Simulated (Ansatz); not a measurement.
# Geometry relaxation of GaNH₆O

The run: geometry relaxation of GaNH₆O. Method and program: RKS PBE0/def2-SVPD (Ansatz 0.2.0).

The input holds or restrains some coordinates. It belongs to a series of runs on one base structure; here: pulled along the bonds that form and break, towards end B. Figures and captions count atoms from 1; the log counts them from 0 in places.

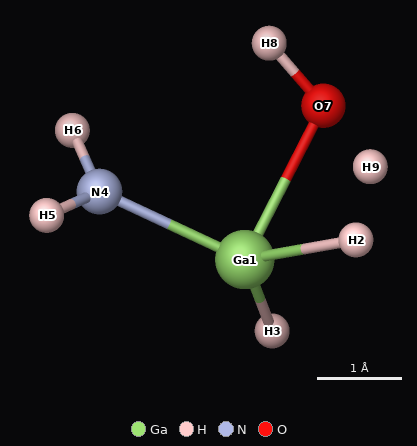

Figure 1. The input geometry (ball-and-stick view, seen on its broad side; atoms are numbered from 1 in the order of the input). Sticks mark near contacts. Bond lengths as drawn: Ga–H 1.57 to 1.92 Å, Ga–N 1.93 Å, Ga–O 2.09 Å, H–N 1.06 Å and H–O 1.01 Å.

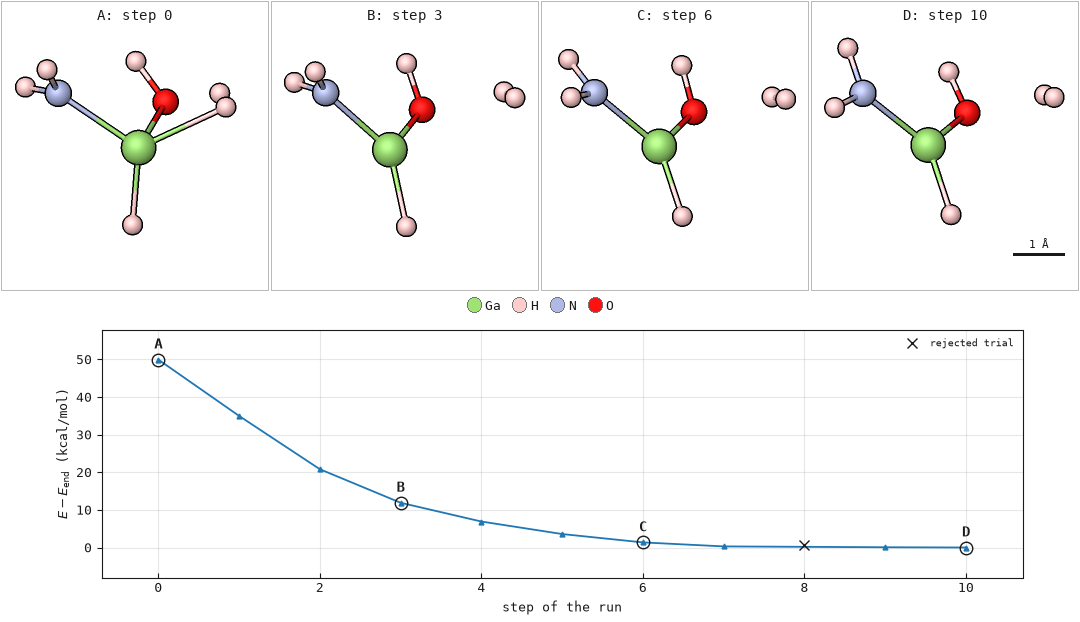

Figure 2. Frames of the restrained relaxation (ball-and-stick view, seen at a tilt) above the curves, on which the letters mark them (the first geometry is step 0 here and step 1 in the log).

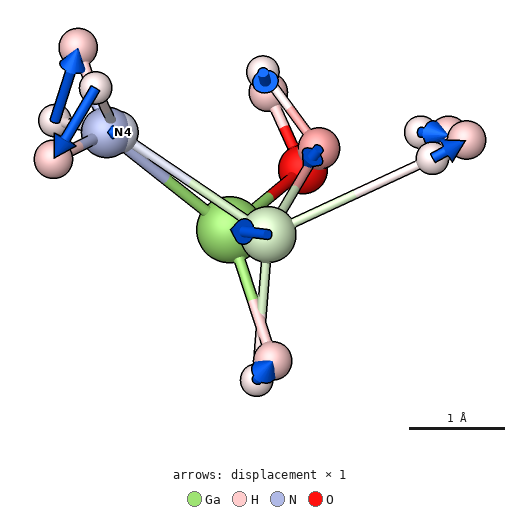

Figure 3. Start (faint) and end (solid) with the displacements as blue arrows, at true length (ball-and-stick view, seen at a tilt). The two geometries are laid on each other by the best rigid fit. The largest move after the best rigid fit is that of H6, 0.95 Å. By element the largest moves are H 0.95 Å, Ga 0.66 Å, O 0.34 Å, N 0.12 Å. Distances before and after: Ga1–H2 1.920 → 2.773 Å, Ga1–O7 2.090 → 1.796 Å, H2–H9 1.007 → 0.720 Å, Ga1–N4 1.930 → 1.812 Å. New bonds form: H2–H9 (1.01 → 0.72 Å). Among the angles that change: N4–Ga1–O7 92.8° → 116.7°, H3–Ga1–O7 105.4° → 118.3°, H5–N4–H6 120.0° → 111.5°. Over 10 geometry steps the energy falls by 50.0 kcal/mol. Largest force component: 2.9 eV/Å at the start, 1.7 eV/Å at the end. The line search rejected the trial step at point 8 (counted from 0) and went back. (Atoms are counted from 1 in the order of the input.)

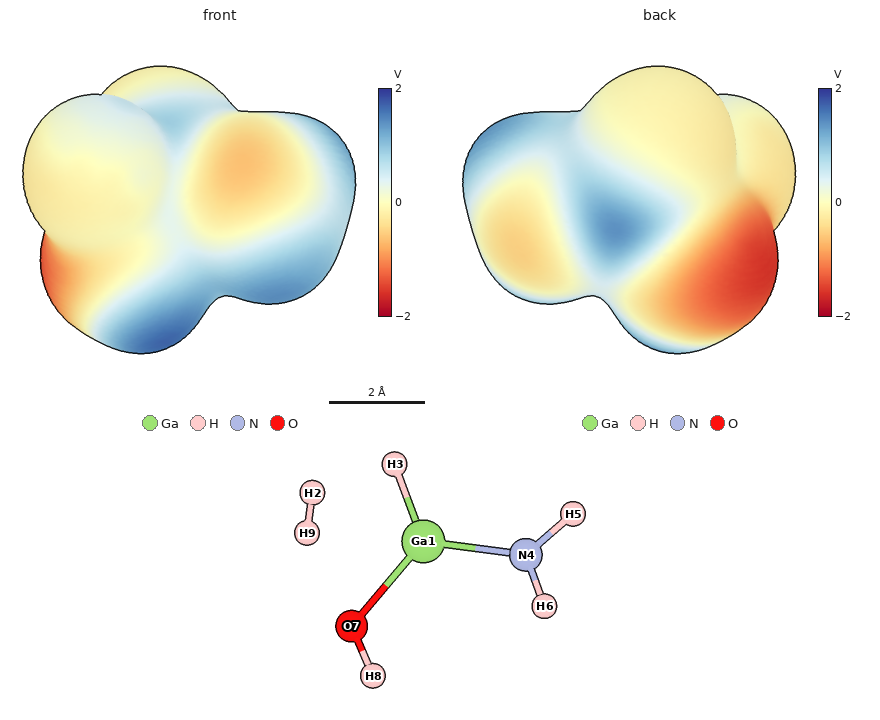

Figure 4. The molecular electrostatic potential painted on the density surface at 0.001 e/bohr³, seen face on and from behind; red is negative and blue positive. The bare structure is drawn below in the same view. A positive charge is drawn to the negative regions and a negative charge to the positive ones.

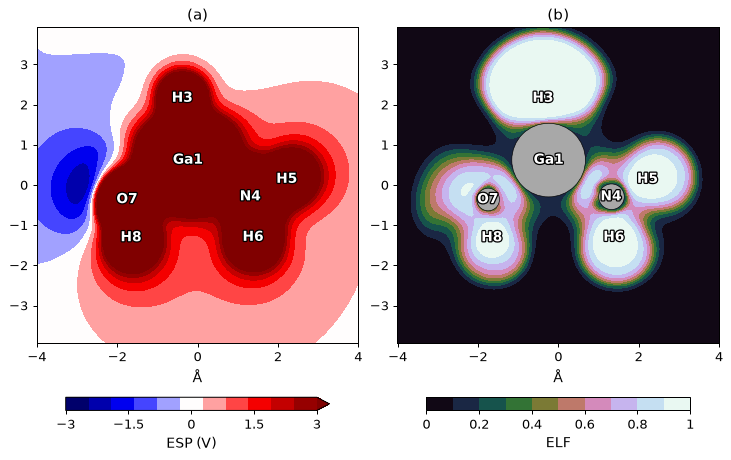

Figure 5. (a) molecular electrostatic potential; (b) electron localisation function on the plane of atoms H3, Ga1 and O7. Grey discs, where drawn, cover atomic cores. Ga–O (1.80 Å): the ELF peaks at about 0.85 in the valence shell of O, 0.6 Å from its nucleus, and is about 0.20 at the midpoint. Ga–N (1.81 Å): the ELF peaks at about 0.85 in the valence shell of N, 0.6 Å from its nucleus, and is about 0.35 at the midpoint. N–H (1.01 Å): the ELF climbs to about 1 towards the hydrogen; a covalent bond by its length.

The input and output of the run follow.

## Input file
```yaml
crystal:
  periodic: [false, false, false]
  atoms:
    - { symbol: Ga, position_ang: [0.0, 0.0, 0.0] }
    - { symbol: H, position_ang: [0.0, 0.0, 1.92] }
    - { symbol: H, position_ang: [1.3596, 0.0, -0.785] }
    - { symbol: "N", position_ang: [-1.6714, 0.0, -0.965] }
    - { symbol: H, position_ang: [-2.3403, -0.8164, -0.8664] }
    - { symbol: H, position_ang: [-1.9204, 0.8164, -1.5936] }
    - { symbol: O, position_ang: [-0.2614, 1.9661, 0.659] }
    - { symbol: H, position_ang: [-1.2001, 2.2714, 0.4451] }
    - { symbol: H, position_ang: [-0.1319, 0.9924, 1.8157] }
basis:
  gaussian: { orbitals: def2-SVPD }
hamiltonian:
  xc: pbe0
relax:
  f_tol: 0.15
  max_steps: 25
  restrain:
    - { distance: [0, 6], at: 1.79, k: 30.0 }
    - { distance: [8, 1], at: 0.66, k: 30.0 }
    - { distance: [0, 1], at: 2.77, k: 30.0 }
    - { distance: [8, 6], at: 2.21, k: 30.0 }
output:
  orbitals: {}
```

Launched with:
```bash
ansatz run input.yaml --threads 4 --pin off --max-ram 5120MiB --backend cpu --events-out ev --progress --plain --runs-dir out
```

## Log
```
The last accepted step is kept in [file] (removed where the run ends without a failure and the disk answers)
Engine: ansatz 0.2.0, aarch64-unknown-linux-gnu
Functional definition: PBE0
  parameter a = 0.25
  parameter kappa = 0.804
  parameter beta = 0.06672455060314922
  exchange = (1 - a)*pbe_x(kappa = kappa, mu = beta*pi^2/3) + a*exact_x
  correlation = pbe_c(beta = beta)
1339 factors; integrals over basis functions are off by at most 5.6e-4 eV
mean field evaluation 1: about -55979.9162 eV, gradient 7.6e1 eV
mean field evaluation 2: about -55903.8019 eV, gradient 1.8e2 eV
mean field evaluation 4: about -55990.5449 eV, gradient 1.6e1 eV
mean field evaluation 8: about -55991.0346 eV, gradient 2.7e-1 eV
mean field evaluation 16: about -55991.0347 eV, gradient 2.9e-5 eV
mean field -55991.03466347 eV, -2057.6325717961 hartree, gradient 2.9e-5 eV, S^2 0.000000; 0 other end points of the search recorded, 0 dependent functions left out
the calculation of the forces begins
reference -55991.03470349 eV, -2057.6325732668 hartree; 26, 26 occupied and 103, 103 virtual orbitals, 1339 factors
relax step   1: F+E_penalty+E_count = -55991.03466347 eV  Δ(F+E_penalty+E_count) = +0.000e0 eV  max|allowed force component| = 2.934e0 eV/Å  E_restraint = 21.18230772 eV  max|allowed force component, restraints' pulls added| = 2.422e1 eV/Å  Δτ_max = 0.0000 Å  (27 SCF iters, accepted)
  distance Ga 0 - O 6 = 2.0900 Å
  distance H 8 - H 1 = 1.0065 Å
  distance Ga 0 - H 1 = 1.9200 Å
  distance H 8 - O 6 = 1.5175 Å
these checks for a lower state are left out or cut short: starts, cluster_reference, orbital_swaps, neighbouring_geometries, increment
1339 factors; integrals over basis functions are off by at most 4.0e-4 eV
mean field -55991.68386352 eV, -2057.6564294580 hartree, gradient 7.0e-6 eV, S^2 0.000000; 0 other end points of the search recorded, 0 dependent functions left out
[... from here on the field's lines of each further geometry are left out, up to the last ...]
relax step   2: F+E_penalty+E_count = -55991.68386352 eV  Δ(F+E_penalty+E_count) = -6.492e-1 eV  max|allowed force component| = 3.595e0 eV/Å  E_restraint = 7.78164832 eV  max|allowed force component, restraints' pulls added| = 1.412e1 eV/Å  Δτ_max = 0.1949 Å  (36 SCF iters, accepted)
relax step   3: F+E_penalty+E_count = -55992.29825323 eV  Δ(F+E_penalty+E_count) = -6.144e-1 eV  max|allowed force component| = 2.443e0 eV/Å  E_restraint = 1.24023783 eV  max|allowed force component, restraints' pulls added| = 7.225e0 eV/Å  Δτ_max = 0.1948 Å  (29 SCF iters, accepted)
relax step   4: F+E_penalty+E_count = -55992.68492033 eV  Δ(F+E_penalty+E_count) = -3.867e-1 eV  max|allowed force component| = 2.427e0 eV/Å  E_restraint = 0.03213381 eV  max|allowed force component, restraints' pulls added| = 1.182e0 eV/Å  Δτ_max = 0.1910 Å  (31 SCF iters, accepted)
relax step   5: F+E_penalty+E_count = -55992.90135469 eV  Δ(F+E_penalty+E_count) = -2.164e-1 eV  max|allowed force component| = 1.523e0 eV/Å  E_restraint = 0.06283422 eV  max|allowed force component, restraints' pulls added| = 5.304e-1 eV/Å  Δτ_max = 0.1996 Å  (28 SCF iters, accepted)
relax step   6: F+E_penalty+E_count = -55993.04549643 eV  Δ(F+E_penalty+E_count) = -1.441e-1 eV  max|allowed force component| = 1.239e0 eV/Å  E_restraint = 0.07941712 eV  max|allowed force component, restraints' pulls added| = 8.920e-1 eV/Å  Δτ_max = 0.1949 Å  (28 SCF iters, accepted)
relax step   7: F+E_penalty+E_count = -55993.14192028 eV  Δ(F+E_penalty+E_count) = -9.642e-2 eV  max|allowed force component| = 1.505e0 eV/Å  E_restraint = 0.06368802 eV  max|allowed force component, restraints' pulls added| = 4.520e-1 eV/Å  Δτ_max = 0.2000 Å  (28 SCF iters, accepted)
relax step   8: F+E_penalty+E_count = -55993.18802485 eV  Δ(F+E_penalty+E_count) = -4.610e-2 eV  max|allowed force component| = 1.669e0 eV/Å  E_restraint = 0.05638971 eV  max|allowed force component, restraints' pulls added| = 1.270e-1 eV/Å  Δτ_max = 0.2000 Å  (28 SCF iters, accepted)
relax step   9: F+E_penalty+E_count = -55993.16719751 eV  Δ(F+E_penalty+E_count) = +2.083e-2 eV  max|allowed force component| = 1.661e0 eV/Å  E_restraint = 0.05804523 eV  max|allowed force component, restraints' pulls added| = 1.141e0 eV/Å  Δτ_max = 0.1955 Å  (29 SCF iters, rejected (line search))
relax step  10: F+E_penalty+E_count = -55993.19782400 eV  Δ(F+E_penalty+E_count) = -9.799e-3 eV  max|allowed force component| = 1.704e0 eV/Å  E_restraint = 0.05596828 eV  max|allowed force component, restraints' pulls added| = 2.217e-1 eV/Å  Δτ_max = 0.0950 Å  (28 SCF iters, accepted)
the calculation of the forces begins
reference -55993.20079753 eV, -2057.7121757545 hartree; 26, 26 occupied and 103, 103 virtual orbitals, 1339 factors
relax step  11: F+E_penalty+E_count = -55993.20075789 eV  Δ(F+E_penalty+E_count) = -2.934e-3 eV  max|allowed force component| = 1.717e0 eV/Å  E_restraint = 0.05551024 eV  max|allowed force component, restraints' pulls added| = 1.235e-1 eV/Å  Δτ_max = 0.1000 Å  (27 SCF iters, accepted)
  distance Ga 0 - O 6 = 1.7963 Å
  distance H 8 - H 1 = 0.7200 Å
  distance Ga 0 - H 1 = 2.7729 Å
  distance H 8 - O 6 = 2.2174 Å
1339 factors; integrals over basis functions are off by at most 3.1e-4 eV
mean field evaluation 96: about -55993.2007 eV, gradient 8.9e-2 eV
mean field -55993.20075789 eV, -2057.7121742978 hartree, gradient 1.6e-5 eV, S^2 0.000000; 1 other end points of the search recorded, 0 dependent functions left out
the calculation of the forces begins
reference -55993.20079753 eV, -2057.7121757545 hartree; 26, 26 occupied and 103, 103 virtual orbitals, 1339 factors
Total energy: -55993.20079753 eV, -2057.7121757545 hartree
Atom 0 at    -0.130074     0.494684    -0.397912 Å, force     0.071375    -0.105705    -0.106229 eV/Å
Atom 1 at    -0.034093     0.042131     2.336164 Å, force    -0.005604    -1.716850     0.665936 eV/Å
Atom 2 at     1.188518    -0.306081    -0.494467 Å, force    -0.010641    -0.002898    -0.007788 eV/Å
Atom 3 at    -1.728935    -0.054296    -1.050689 Å, force    -0.123474     0.012649    -0.068192 eV/Å
Atom 4 at    -1.864437    -0.907267    -1.574961 Å, force     0.005834    -0.005845     0.026058 eV/Å
Atom 5 at    -2.580942     0.488582    -0.998857 Å, force     0.042638    -0.041051     0.006677 eV/Å
Atom 6 at    -0.088879     2.115412     0.375467 Å, force     0.010273     0.303630    -0.078981 eV/Å
Atom 7 at    -0.895376     2.634625     0.335526 Å, force     0.000755    -0.003647    -0.011088 eV/Å
Atom 8 at    -0.031683     0.722109     2.099529 Å, force     0.008842     1.559718    -0.426391 eV/Å
Dipole moment:    -0.383474    -0.169403    -0.196857 e Å
```

## Trajectory as extended XYZ (Å, eV, eV/Å), 11 frames, from step=1 to step=11
```
9
Properties=species:S:1:pos:R:3:forces:R:3 step=1 energy=-55991.03466
Ga    0.0000    0.0000    0.0000   -1.5223   2.9340  -0.8759
H     0.0000    0.0000    1.9200   -0.0295   0.4676  -0.2023
H     1.3596    0.0000   -0.7850    0.0584  -0.5978   0.5587
N    -1.6714    0.0000   -0.9650   -0.1320  -1.1951   0.5951
H    -2.3403   -0.8164   -0.8664    0.9065   1.9006  -0.7161
H    -1.9204    0.8164   -1.5936    0.2394  -1.7271   1.2183
O    -0.2614    1.9661    0.6590   -1.1841  -0.5584   0.3657
H    -1.2001    2.2714    0.4451    1.9072  -0.8021   0.6047
H    -0.1319    0.9924    1.8157   -0.2436  -0.4217  -1.5481
9
Properties=species:S:1:pos:R:3:forces:R:3 step=2 energy=-55991.68386
Ga   -0.0162    0.1032   -0.1545   -1.4994   3.5946  -0.3191
H    -0.0066    0.0530    2.1075   -0.0004   0.2477   0.1075
H     1.3695   -0.0064   -0.7866    0.5003  -0.6952   0.4272
N    -1.6818   -0.0059   -0.9704   -0.1793  -1.0230   0.2141
H    -2.3365   -0.8040   -0.8730    0.4855   1.2001  -0.6564
H    -1.9232    0.8005   -1.5851   -0.0896  -1.2001   0.8742
O    -0.2591    1.9733    0.5375   -0.4779  -0.7209  -0.5494
H    -1.1964    2.2683    0.4465    1.1491  -0.5346   0.0340
H    -0.1156    0.8478    1.9079    0.1117  -0.8686  -0.1321
9
Properties=species:S:1:pos:R:3:forces:R:3 step=3 energy=-55992.29825
Ga   -0.0432    0.2393   -0.2913   -0.1755   2.4196   0.0335
H    -0.0069    0.0615    2.2478    0.3299  -2.4427   0.9414
H     1.3823   -0.0219   -0.7772    0.3084  -0.5424   0.3743
N    -1.6909   -0.0173   -0.9773   -0.3275  -0.4344  -0.1671
H    -2.3335   -0.7956   -0.8824    0.0211   0.4068  -0.5210
H    -1.9326    0.7832   -1.5735   -0.5117  -0.7691   0.4291
O    -0.2562    1.9820    0.4016    0.0068  -0.3373  -0.4082
H    -1.1880    2.2621    0.4375    0.5923  -0.3459  -0.0673
H    -0.0969    0.7365    2.0446   -0.2439   2.0454  -0.6146
9
Properties=species:S:1:pos:R:3:forces:R:3 step=4 energy=-55992.68492
Ga   -0.0505    0.3958   -0.4005    0.5980  -0.0669  -0.2816
H    -0.0030    0.0332    2.3385    0.2981  -2.4267   0.9236
H     1.4111   -0.0746   -0.7238   -0.3656  -0.1422   0.2907
N    -1.7092   -0.0298   -1.0028    0.2758   0.2449  -0.0835
H    -2.3188   -0.8225   -0.9151   -0.0889  -0.0702  -0.3230
H    -2.0275    0.7553   -1.5645   -0.6701  -0.4364   0.1182
O    -0.2243    2.0169    0.3400   -0.0936   0.7549   0.0504
H    -1.1558    2.2580    0.4393    0.2980  -0.0556  -0.0166
H    -0.0878    0.6976    2.1187   -0.2517   2.1982  -0.6781
9
Properties=species:S:1:pos:R:3:forces:R:3 step=5 energy=-55992.90136
Ga   -0.0695    0.4461   -0.3752    0.1913  -0.2462  -0.2171
H     0.0285   -0.0013    2.3576    0.0902  -1.5234   0.8553
H     1.3504   -0.1447   -0.5470   -0.0949  -0.1290   0.1355
N    -1.7231   -0.0168   -0.9794   -0.0323  -0.0230  -0.0698
H    -2.2203   -0.9018   -1.0454    0.2426   0.4513  -0.2615
H    -2.1456    0.7759   -1.4594   -0.4608  -0.5304   0.1480
O    -0.2275    2.0865    0.3310   -0.1918   0.6360  -0.0744
H    -1.1539    2.3651    0.3556    0.3346  -0.0365   0.0726
H    -0.0050    0.6211    1.9920   -0.0789   1.4012  -0.5887
9
Properties=species:S:1:pos:R:3:forces:R:3 step=6 energy=-55993.04550
Ga   -0.0719    0.4686   -0.4142   -0.0697  -0.2342  -0.0617
H     0.0146    0.0169    2.3170    0.0492  -1.2385   0.5973
H     1.3154   -0.2157   -0.4866   -0.1088  -0.0526   0.0095
N    -1.7354   -0.0319   -0.9892   -0.1968   0.1532  -0.2561
H    -2.1155   -0.9612   -1.1987    0.2811   0.7918  -0.0616
H    -2.2942    0.7585   -1.3399    0.0146  -0.8920   0.2696
O    -0.1738    2.1104    0.3228   -0.2510   0.3667  -0.1719
H    -1.0921    2.4026    0.4046    0.3187   0.0070   0.0085
H    -0.0131    0.6816    2.0140   -0.0373   1.0986  -0.3335
9
Properties=species:S:1:pos:R:3:forces:R:3 step=7 energy=-55993.14192
Ga   -0.1007    0.4833   -0.3931    0.0792  -0.1988  -0.1947
H     0.0298    0.0657    2.3425    0.0707  -1.5049   0.7415
H     1.2312   -0.3089   -0.4946   -0.1134   0.0706   0.0702
N    -1.7250   -0.0367   -1.0191   -0.4520  -0.0462  -0.3112
H    -2.0001   -0.9529   -1.3618    0.2455   0.2131   0.0653
H    -2.4264    0.6550   -1.2765    0.1367  -0.2002   0.2205
O    -0.1396    2.1313    0.3268   -0.0384   0.2914  -0.0549
H    -1.0280    2.4734    0.4714    0.1263   0.0095  -0.0657
H    -0.0071    0.7196    2.0342   -0.0548   1.3656  -0.4710
9
Properties=species:S:1:pos:R:3:forces:R:3 step=8 energy=-55993.18803
Ga   -0.1653    0.4868   -0.3897    0.0888  -0.2096  -0.1118
H     0.0862    0.0689    2.3407    0.0817  -1.6690   0.7014
H     1.1449   -0.3377   -0.3939   -0.0424   0.0092  -0.0536
N    -1.7454   -0.0452   -1.1049   -0.0842   0.0913  -0.0218
H    -1.9043   -0.9442   -1.5371    0.0082   0.0168  -0.0124
H    -2.5556    0.5575   -1.1786    0.0394  -0.1038   0.0287
O    -0.1183    2.1171    0.3587   -0.1409   0.3890  -0.0339
H    -0.9567    2.5823    0.4421    0.1227  -0.0438  -0.0715
H     0.0487    0.7443    2.0925   -0.0734   1.5200  -0.4251
9
Properties=species:S:1:pos:R:3:forces:R:3 step=9 energy=-55993.16720 accepted=F
Ga   -0.1693    0.4864   -0.3804    0.0678  -0.1307  -0.1523
H     0.0396    0.0609    2.3537   -0.0024  -1.6608   0.6271
H     1.1308   -0.3489   -0.4231    0.0130   0.0061  -0.0306
N    -1.7344   -0.0405   -1.1335   -1.0937   0.4700   0.0999
H    -1.8375   -0.9150   -1.6437   -0.1056   0.3211   0.1866
H    -2.6326    0.4766   -1.0182    1.1406  -0.7797  -0.2644
O    -0.1023    2.1077    0.3894   -0.5107   0.6206  -0.0749
H    -0.9040    2.6549    0.3519    0.4850  -0.3487  -0.0147
H     0.0439    0.7479    2.1337    0.0061   1.5020  -0.3769
9
Properties=species:S:1:pos:R:3:forces:R:3 step=10 energy=-55993.19782
Ga   -0.1479    0.4894   -0.3847    0.0131  -0.1541  -0.1653
H     0.0309    0.0537    2.3481    0.0194  -1.7044   0.6627
H     1.1620   -0.3300   -0.4554   -0.0212   0.0087   0.0011
N    -1.7352   -0.0435   -1.0888   -0.2217   0.1122  -0.0344
H    -1.8795   -0.9268   -1.5611    0.0119   0.0802   0.0367
H    -2.5769    0.5264   -1.0914    0.2134  -0.1892   0.0149
O    -0.1104    2.1128    0.3837   -0.1532   0.3714  -0.0918
H    -0.9338    2.6123    0.3635    0.1513  -0.0722  -0.0112
H     0.0250    0.7355    2.1158   -0.0131   1.5474  -0.4127
9
Properties=species:S:1:pos:R:3:forces:R:3 step=11 energy=-55993.20076
Ga   -0.1301    0.4947   -0.3979    0.0714  -0.1057  -0.1062
H    -0.0341    0.0421    2.3362   -0.0056  -1.7168   0.6659
H     1.1885   -0.3061   -0.4945   -0.0106  -0.0029  -0.0078
N    -1.7289   -0.0543   -1.0507   -0.1235   0.0126  -0.0682
H    -1.8644   -0.9073   -1.5750    0.0058  -0.0058   0.0261
H    -2.5809    0.4886   -0.9989    0.0426  -0.0411   0.0067
O    -0.0889    2.1154    0.3755    0.0103   0.3036  -0.0790
H    -0.8954    2.6346    0.3355    0.0008  -0.0036  -0.0111
H    -0.0317    0.7221    2.0995    0.0088   1.5597  -0.4264
```

## Key numbers

- outcome: converged under the restraints of the input
- total energy: −55993.2008 eV
- mean-field energy: −55993.2008 eV
- largest force (length of the vector) at the end, held atoms and coordinates included: 1.841 eV/Å
- hardware: 4 threads of Arm Neoverse V1, 24 GiB of memory available, shared host
- wall time: 25 s (CPU time 92 s)
- peak memory: 0.32 GiB
